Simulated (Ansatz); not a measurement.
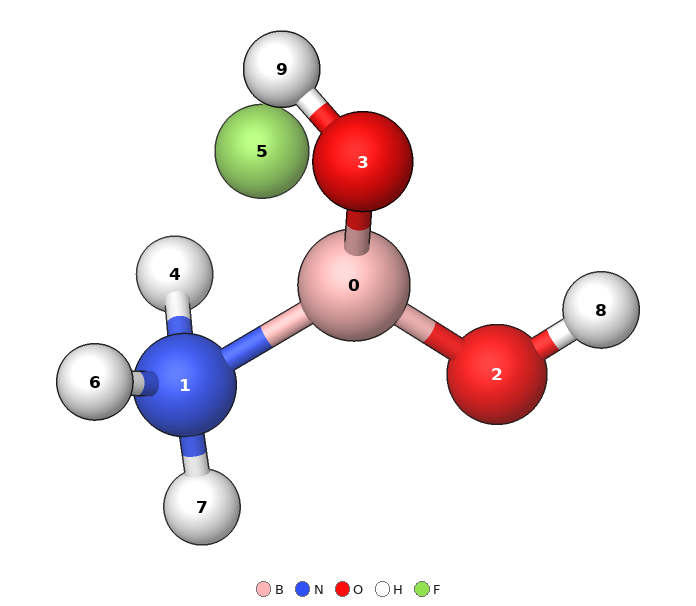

The picture shows the input geometry. Atoms are numbered from 0, in the order of the input.

The calculation was set up as follows.

```yaml
crystal:
  periodic: [false, false, false]
  atoms:
    - {symbol: B, position_ang: [-0.357158, 0.144460, -0.222773]}
    - {symbol: N, position_ang: [1.153312, -0.144000, -0.103521]}
    - {symbol: O, position_ang: [-0.925902, -0.482518, -1.290707]}
    - {symbol: O, position_ang: [-0.901826, 1.288944, 0.309781]}
    - {symbol: H, position_ang: [0.734234, -0.800685, 0.821203]}
    - {symbol: F, position_ang: [-0.355057, -1.024640, 1.317476]}
    - {symbol: H, position_ang: [1.744007, 0.641743, 0.127625]}
    - {symbol: H, position_ang: [1.538099, -0.677623, -0.871216]}
    - {symbol: H, position_ang: [-1.867589, -0.305443, -1.343603]}
    - {symbol: H, position_ang: [-0.762221, 1.359862, 1.255836]}
basis:
  gaussian: {orbitals: def2-TZVPP}
hamiltonian: {xc: {name: B2PLYP}}
```

Command:

```sh
ansatz run in.yaml --threads 4 --pin off --events-out ev --progress --plain --max-ram 9574MiB
```

What the program printed:

```
Functional definition: B2PLYP
  name "B2PLYP"
  cite "Grimme, J. Chem. Phys. 124, 034108 (2006) doi:10.1063/1.2148954"
  cite "Becke, Phys. Rev. A 38, 3098 (1988) doi:10.1103/PhysRevA.38.3098"
  cite "Lee, Yang & Parr, Phys. Rev. B 37, 785 (1988) doi:10.1103/PhysRevB.37.785"
  parameter a = 0.53
  parameter c = 0.27
  exchange = (1 - a)*b88_x + a*exact_x
  correlation = (1 - c)*lyp_c + c*(mp2_os + mp2_ss)
1400 factors; integrals over basis functions are off by at most 1.0e-3 eV
mean field evaluation 1: about -9042.9541 eV, gradient 7.2e1 eV
mean field evaluation 2: about -9043.0541 eV, gradient 7.2e1 eV
mean field evaluation 4: about -9051.1008 eV, gradient 4.0e0 eV
mean field evaluation 8: about -9051.1454 eV, gradient 4.0e-1 eV
mean field evaluation 16: about -9051.1456 eV, gradient 3.0e-4 eV
mean field -9051.14563543 eV, -332.6234670150 hartree, gradient 9.3e-6 eV, S^2 0.000000; 0 other end points of the search recorded, 0 dependent functions left out
5 core orbitals not correlated: weight in the atoms' cores, before any rotation towards them, 1.000 or more for the frozen orbitals, at most 0.000 for the correlated occupied ones
reference -9051.14577981 eV, -332.6234723212 hartree; 16, 16 occupied and 204, 204 virtual orbitals, 1400 factors
second order -35.17469595 eV of doubles, -0.00000000 eV of singles
Total energy: -9060.64294772 eV, -332.9724868044 hartree
```
